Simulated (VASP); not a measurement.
Band structure of Ag (fcc). Method: vdW-DF-cx, VASP's PBE PAW potentials (set 64) (plane waves; VASP).

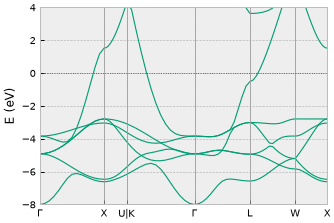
Figure: Bands along high-symmetry lines, zero at the valence-band maximum or, without a gap, the Fermi level

**Question.** Read the plot: is there a gap, and where are the band edges?

**Answer.** It has no gap at this level: it comes out as a metal or semimetal. (Edges off the drawn lines would not show.)

The compound is Ag in the fcc structure. It was relaxed first.
